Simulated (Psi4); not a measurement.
# One shape, several levels: triplet SiNH5

Aim: a comparison of 5 runs (UHF/3-21G, UDSD-PBEP86/def2-TZVP, UHSE06/def2-TZVP, UTPSSh/def2-TZVP, UOMP2/def2-TZVP) of triplet SiNH5. 

The calculation is run with Psi4 1.11.

## 1. The structure to begin with

SiNH5: 7 atoms, total charge 0, spin state triplet. As SMILES of the parent species, `[SiH3]N`. The shape is that of a PBE0-D4/def2-TZVP optimisation. That shape belongs to the parent species and isn't relaxed for this state.

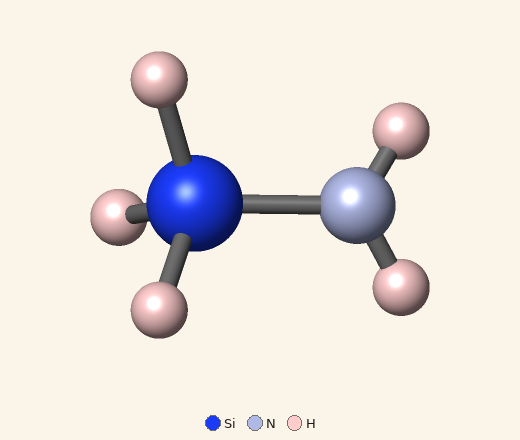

The structure, seen from a chosen angle (silicon blue, nitrogen light blue, hydrogen pink).

## 2. The energy at UHF/3-21G (run 1)

File run.py:

```python
import numpy as np
from ase.calculators.psi4 import Psi4
from ase import Atoms

a = Atoms(['Si', 'N', 'H', 'H', 'H', 'H', 'H'], positions=[
    [-0.413010, -0.292700, -0.422350],
    [0.611760, 0.348670, 0.801280],
    [-0.018320, -1.706330, -0.653330],
    [-1.813170, -0.217090, 0.068940],
    [-0.367930, 0.402730, -1.743970],
    [0.391580, 1.238230, 1.219480],
    [1.609100, 0.226510, 0.729930],
])
calc = Psi4(atoms=a, method='hf', basis='3-21G', memory='2200MB', num_threads=1, charge=0, multiplicity=3, label='h5nsi', reference='uhf')
calc.psi4.set_options({'puream': True, 'e_convergence': 1e-09, 'd_convergence': 1e-08, 'scf_type': 'pk', 'maxiter': 100})
a.calc = calc

print(f'energy: {a.get_potential_energy():.6f} eV')
```

Launch:

```console
$ python run.py
```

h5nsi.dat:

```text
[...]
  Running in c1 symmetry.
[...]
  Nuclear repulsion =   64.839844758789525
[...]
  Multiplicity = 3
[...]
  Nalpha       = 14
  Nbeta        = 12
[...]
    Number of basis functions: 32
[...]
   @UHF iter   1:  -344.13753474962556   -3.56982e-01   7.76759e-03 ADIIS/DIIS
[...]
   @UHF iter  17:  -344.22055229271632   -7.95808e-13   3.60309e-09 DIIS
[...]
   @S^2 Observed:                2.009428707E+00
[...]
    Orbital Energies [Eh]
    ---------------------
    Alpha Occupied:
       1A    -68.291586     2A    -15.619802     3A     -6.102286
       4A     -4.200907     5A     -4.197458     6A     -4.197012
       7A     -1.319528     8A     -0.791669     9A     -0.781554
      10A     -0.664986    11A     -0.618109    12A     -0.460946
      13A     -0.454434    14A     -0.095799
    Alpha Virtual:
      15A      0.209245    16A      0.214398    17A      0.219819
      18A      0.251759    19A      0.329054    20A      0.461723
      21A      0.492703    22A      0.506278    23A      0.590732
      24A      1.164165    25A      1.174831    26A      1.258404
[...]
  @UHF Final Energy:  -344.22055229271632
   => Energetics <=
    Nuclear Repulsion Energy =             64.8398447587895248
    One-Electron Energy =                -603.6267698927886158
    Two-Electron Energy =                 194.5663728412827709
    Total Energy =                       -344.2205522927163770
  UHF NO Occupations:
  HONO-2 :   12  A 1.9979246
  HONO-1 :   13  A 1.0000000
[...]
 Multipole Moments:
 ------------------------------------------------------------------------------------
     Multipole            Electronic (a.u.)      Nuclear  (a.u.)        Total (a.u.)
 ------------------------------------------------------------------------------------
 L = 1.  Multiply by 2.5417464519 to convert [e a0] to [Debye]
 Dipole X            :          0.8489386            0.1220526            0.9709912
 Dipole Y            :          0.3691929            0.2767427            0.6459355
 Dipole Z            :          1.3488304           -0.2689404            1.0798900
 Magnitude           :                                                    1.5894084
[...]
```

The script printed:

```text
energy: -9366.718326 eV
```

Wall time 1.8 s (1 thread of Intel Xeon Platinum 8488C (Sapphire Rapids), shared host); peak memory 0.19 GiB.

## 3. The energy at UDSD-PBEP86/def2-TZVP (density fitting for correlation) (run 2)

File job.py:

```python
import psi4

psi4.set_memory(2200000000)
psi4.set_num_threads(1)
psi4.set_output_file('run.log', False)

geom = psi4.geometry("""
0 3
Si    -0.78047579    -0.55312284    -0.79812583
N      1.15605885     0.65889081     1.51419975
H     -0.03461978    -3.22449638    -1.23461477
H     -3.42639472    -0.41024064     0.13027772
H     -0.69528693     0.76104940    -3.29562567
H      0.73997896     2.33991558     2.30448321
H      3.04075831     0.42804186     1.37936779
units au
symmetry c1
no_reorient
no_com
""")

psi4.set_options({
    'basis': 'def2-TZVP',
    'reference': 'uks',
    'puream': True,
    'e_convergence': 1e-09,
    'd_convergence': 1e-08,
    'scf_type': 'pk',
    'dft_radial_points': 99,
    'dft_spherical_points': 590,
    'num_frozen_docc': 6,
    'maxiter': 100,
})

E = psi4.energy('dsd-pbep86')
print(f'dsd-pbep86 energy: {E:.10f} Eh')
for k, v in sorted(psi4.core.scalar_variables().items()):
    print(f'{k:45s} {v:18.10f}')
```

Launch:

```console
$ python job.py
```

run.log:

```text
[...]
  Running in c1 symmetry.
[...]
  Nuclear repulsion =   64.839844746649220
[...]
  Multiplicity = 3
[...]
  Nalpha       = 14
  Nbeta        = 12
[...]
    Number of basis functions: 98
[...]
   @UKS iter   1:  -346.34791361713519   -1.98299e-01   5.29747e-03 DIIS/ADIIS
[...]
   @UKS iter  17:  -346.52019856514255   -1.42109e-11   6.71113e-09 DIIS
[...]
   @S^2 Observed:                2.008448155E+00
[...]
    Orbital Energies [Eh]
    ---------------------
    Alpha Occupied:
       1A    -67.867131     2A    -15.267423     3A     -5.858732
       4A     -4.051735     5A     -4.048412     6A     -4.048396
       7A     -1.214291     8A     -0.740175     9A     -0.727315
      10A     -0.613116    11A     -0.580071    12A     -0.450319
      13A     -0.447583    14A     -0.113832
    Alpha Virtual:
      15A      0.083298    16A      0.085477    17A      0.108087
      18A      0.115918    19A      0.132411    20A      0.220135
      21A      0.236187    22A      0.259146    23A      0.268872
      24A      0.287659    25A      0.322590    26A      0.335519
[...]
  @UKS Final Energy:  -346.52019856514255
   => Energetics <=
    Nuclear Repulsion Energy =             64.8398447466492200
    One-Electron Energy =                -605.6262478847131661
    Two-Electron Energy =                 202.6844139143162806
    DFT Exchange-Correlation Energy =      -8.4182093413948671
    Empirical Dispersion Energy =           0.0000000000000000
    VV10 Nonlocal Energy =                  0.0000000000000000
    Total Energy =                       -346.5201985651425503
[...]
 Multipole Moments:
 ------------------------------------------------------------------------------------
     Multipole            Electronic (a.u.)      Nuclear  (a.u.)        Total (a.u.)
 ------------------------------------------------------------------------------------
 L = 1.  Multiply by 2.5417464519 to convert [e a0] to [Debye]
 Dipole X            :          3.3064351           -3.2098133            0.0966219
 Dipole Y            :          3.2340163           -3.2372143           -0.0031980
 Dipole Z            :          1.5369490           -1.2904751            0.2464739
 Magnitude           :                                                    0.2647554
[...]
```

On the terminal:

```text
dsd-pbep86 energy: -346.6847690558 Eh
CURRENT ENERGY                                   -346.6847690558
CURRENT REFERENCE ENERGY                         -346.5201985651
DD SOLVATION ENERGY                                 0.0000000000
DFT FUNCTIONAL TOTAL ENERGY                      -346.5201985651
DFT TOTAL ENERGY                                 -346.6847690558
DFT VV10 ENERGY                                     0.0000000000
DFT XC ENERGY                                      -8.4182093414
DOUBLE-HYBRID CORRECTION ENERGY                    -0.1645704907
DSD-PBEP86 DOUBLE-HYBRID CORRECTION ENERGY         -0.1645704907
DSD-PBEP86 TOTAL ENERGY                          -346.6847690558
GRID ELECTRONS ALPHA                               14.0000017637
GRID ELECTRONS BETA                                12.0000000321
GRID ELECTRONS TOTAL                               26.0000017958
NUCLEAR REPULSION ENERGY                           64.8398447466
ONE-ELECTRON ENERGY                              -605.6262478847
PCM POLARIZATION ENERGY                             0.0000000000
PE ENERGY                                           0.0000000000
SCF ITERATION ENERGY                             -346.5201985651
SCF ITERATIONS                                     17.0000000000
SCF TOTAL ENERGY                                 -346.5201985651
TWO-ELECTRON ENERGY                               202.6844139143
XC GRID RADIAL POINTS                              99.0000000000
XC GRID SPHERICAL POINTS                          590.0000000000
XC GRID TOTAL POINTS                           391007.0000000000
```

Wall time 29 s (1 thread of Intel Xeon Platinum 8488C (Sapphire Rapids), shared host); peak memory 0.91 GiB.

Run 3 isn't shown in full; the table further down has it.

## 4. Energy and forces at UTPSSh/def2-TZVP (run 4)

File h5nsi.xyz:

```xyz
7
H5NSi
Si    -0.413010    -0.292700    -0.422350
N      0.611760     0.348670     0.801280
H     -0.018320    -1.706330    -0.653330
H     -1.813170    -0.217090     0.068940
H     -0.367930     0.402730    -1.743970
H      0.391580     1.238230     1.219480
H      1.609100     0.226510     0.729930
```

File h5nsi.py:

```python
import psi4

psi4.set_memory(2200000000)
psi4.set_num_threads(1)
psi4.set_output_file('run.log', False)

with open('h5nsi.xyz') as f:
    atoms = ''.join(f.readlines()[2:])
geom = psi4.geometry('0 3\n' + atoms + 'symmetry c1')

psi4.set_options({
    'reference': 'uks',
    'puream': True,
    'e_convergence': 1e-09,
    'd_convergence': 1e-08,
    'scf_type': 'pk',
    'dft_radial_points': 99,
    'dft_spherical_points': 590,
    'maxiter': 100,
})

E, wfn = psi4.gradient("tpssh/def2-TZVP", return_wfn=True)
psi4.oeprop(wfn, "LOWDIN_CHARGES", "DIPOLE", "MAYER_INDICES")
print('gradient / Eh bohr^-1')
print(E.np.round(6))
print(f'energy = {wfn.energy():.10f} Eh')
```

Launch:

```console
$ python h5nsi.py
```

run.log, shortened:

```text
[...]
  Running in c1 symmetry.
[...]
  Nuclear repulsion =   64.839844758789525
[...]
  Multiplicity = 3
[...]
  Nalpha       = 14
  Nbeta        = 12
[...]
    Number of basis functions: 98
[...]
   @UKS iter   1:  -346.77108300970656    6.71346e-02   8.85263e-03 DIIS/ADIIS
[...]
   @UKS iter  15:  -347.11156965504898   -4.49063e-12   7.38110e-09 DIIS
[...]
   @S^2 Observed:                2.006610857E+00
[...]
  @UKS Final Energy:  -347.11156965504898
   => Energetics <=
    Nuclear Repulsion Energy =             64.8398447587895248
    One-Electron Energy =                -606.0695187264807373
    Two-Electron Energy =                 220.9096095455236650
    DFT Exchange-Correlation Energy =     -26.7915052328813736
    Empirical Dispersion Energy =           0.0000000000000000
    VV10 Nonlocal Energy =                  0.0000000000000000
    Total Energy =                       -347.1115696550489815
[...]
  -Total Gradient:
     Atom            X                  Y                   Z
    ------   -----------------  -----------------  -----------------
       1        0.048552397905     0.039864806706     0.038371255392
       2       -0.010897027941    -0.011682439690    -0.002984615257
       3       -0.003915178903    -0.004247890709    -0.002217465848
       4       -0.004453176733    -0.003793250075    -0.001989805339
       5       -0.004716646335    -0.004794909702    -0.001840939679
       6        0.014394847557    -0.029829879398    -0.025384102839
       7       -0.038963079030     0.014484589373    -0.003951127768
[...]
 Multipole Moments:
 ------------------------------------------------------------------------------------
     Multipole            Electronic (a.u.)      Nuclear  (a.u.)        Total (a.u.)
 ------------------------------------------------------------------------------------
 L = 1.  Multiply by 2.5417464519 to convert [e a0] to [Debye]
 Dipole X            :          0.1294856            0.1220526            0.2515381
 Dipole Y            :         -0.1099815            0.2767427            0.1667612
 Dipole Z            :          0.5499690           -0.2689404            0.2810286
 Magnitude           :                                                    0.4123807
[...]
```

Standard output:

```text
gradient / Eh bohr^-1
[[ 0.048552  0.039865  0.038371]
 [-0.010897 -0.011682 -0.002985]
 [-0.003915 -0.004248 -0.002217]
 [-0.004453 -0.003793 -0.00199 ]
 [-0.004717 -0.004795 -0.001841]
 [ 0.014395 -0.02983  -0.025384]
 [-0.038963  0.014485 -0.003951]]
energy = -347.1115696550 Eh
```

Run time: 79 s. Hardware: 1 thread of Intel Xeon Platinum 8488C (Sapphire Rapids), shared host; peak memory 1.2 GiB.

## 5. The energy at UOMP2/def2-TZVP (density fitting for correlation) (run 5)

File input.dat:

```
memory 2200 mb

molecule {
  0 3
  Si
  N 1 R2
  H 1 R3 2 A3
  H 1 R4 3 A4 2 D4
  H 1 R5 3 A5 4 D5
  H 2 R6 1 A6 3 D6
  H 2 R7 6 A7 1 D7

  R2 = 1.72011
  R3 = 1.48576
  A3 = 107.8841
  R4 = 1.485776
  A4 = 110.49742
  D4 = -117.72845
  R5 = 1.4941
  A5 = 107.29691
  D5 = -116.66494
  R6 = 1.007317
  A6 = 119.62944
  D6 = -168.63249
  R7 = 1.007324
  A7 = 110.66576
  D7 = 145.30845
  symmetry c1
}

set globals {
  basis def2-TZVP
  reference uhf
  puream true
  e_convergence 1e-09
  d_convergence 1e-08
  scf_type pk
  num_frozen_docc 6
  maxiter 100
}

result = energy("omp2")
print_variables()
```

Launch:

```console
$ psi4 -n 1 input.dat output.dat
```

output.dat:

```text
[...]
  Running in c1 symmetry.
[...]
  Nuclear repulsion =   64.839848001921297
[...]
  Multiplicity = 3
[...]
  Nalpha       = 14
  Nbeta        = 12
[...]
    Number of basis functions: 98
[...]
   @UHF iter   1:  -345.97657748531515   -2.78158e-01   4.31441e-03 DIIS/ADIIS
[...]
   @UHF iter  18:  -346.14211918798793   -1.63141e-11   7.92031e-09 DIIS
[...]
   @S^2 Observed:                2.010127083E+00
[...]
    Orbital Energies [Eh]
    ---------------------
    Alpha Occupied:
       1A    -68.808314     2A    -15.707315     3A     -6.158457
       4A     -4.267115     5A     -4.264182     6A     -4.263965
       7A     -1.327746     8A     -0.805745     9A     -0.787682
      10A     -0.682530    11A     -0.637946    12A     -0.497251
      13A     -0.493730    14A     -0.124444
    Alpha Virtual:
      15A      0.116980    16A      0.122257    17A      0.146700
      18A      0.162463    19A      0.174675    20A      0.263795
      21A      0.277465    22A      0.314494    23A      0.322970
      24A      0.338561    25A      0.370138    26A      0.387630
[...]
  @UHF Final Energy:  -346.14211918798793
   => Energetics <=
    Nuclear Repulsion Energy =             64.8398480019212968
    One-Electron Energy =                -605.3873514072090529
    Two-Electron Energy =                 194.4053842172998259
    Total Energy =                       -346.1421191879879871
  UHF NO Occupations:
  HONO-2 :   12  A 1.9971264
  HONO-1 :   13  A 1.0000000
[...]
 Multipole Moments:
 ------------------------------------------------------------------------------------
     Multipole            Electronic (a.u.)      Nuclear  (a.u.)        Total (a.u.)
 ------------------------------------------------------------------------------------
 L = 1.  Multiply by 2.5417464519 to convert [e a0] to [Debye]
 Dipole X            :          0.5158563           -0.3494316            0.1664247
 Dipole Y            :          0.3009770           -0.2036476            0.0973294
 Dipole Z            :          0.0190170           -0.0154138            0.0036032
 Magnitude           :                                                    0.1928294
[...]
	Warning: cc_lambda option is changed to TRUE
	For this residual convergence, default PCG convergence is:     1.00e-07
[...]
	DF-SCS-MP2 Total Energy (a.u.)     :  -346.45138892950968
	DF-SOS-MP2 Total Energy (a.u.)     :  -346.45401801754264
[...]
	DF-SCS-OMP2 Total Energy (a.u.)    :  -346.45766267567274
	DF-SOS-OMP2 Total Energy (a.u.)    :  -346.43364679488207
	DF-SCS(N)-OMP2 Total Energy (a.u.) :  -346.25383073707479
[...]
	DF-OMP2 Total Energy (a.u.)        :  -346.45459111901096
[...]
```

Run time: 40 s. Hardware: 1 thread of Intel Xeon Platinum 8488C (Sapphire Rapids), shared host; peak memory 0.38 GiB.

## 6. All runs side by side

```csv
run,level,frozen core orbitals,fitting correlation,energy (Eh),dipole moment (D),HOMO energy (eV),LUMO energy (eV),wall time
1,UHF/3-21G,0,–,-344.220552,4.04,-2.61,0.31,1.8 s
2,UDSD-PBEP86/def2-TZVP (density fitting for correlation),6,density fitting,-346.684769,–,-3.10,-2.82,29 s
3,UHSE06/def2-TZVP,0,–,-346.914452,1.03,-1.96,–,70 s
4,UTPSSh/def2-TZVP,0,–,-347.111570,1.05,-1.89,–,79 s
5,UOMP2/def2-TZVP (density fitting for correlation),6,density fitting,-346.454591,–,-3.39,-0.62,40 s
```

## 7. Results

| quantity | value |
| --- | --- |
| run 5: total energy | -346.45459 Eh |
| run 5: HOMO energy (Hartree–Fock orbitals) (highest over α and β) | -3.39 eV |
| run 5: LUMO energy (Hartree–Fock orbitals) (lowest over α and β) | -0.62 eV |
| run 5: correlation energy (6 core orbitals frozen) | -312.5 mEh |
| run 5: ⟨S²⟩ of the reference determinant | 2.010 |

In words: Over runs 1, 3, 4 the dipole moment (its size) runs from 1.03 D (UHSE06/def2-TZVP) to 4.04 D (UHF/3-21G). The two ends differ in method and basis. Totals of different functionals can't be ranked against each other. All runs together took 3.7 min, the longest 79 s.
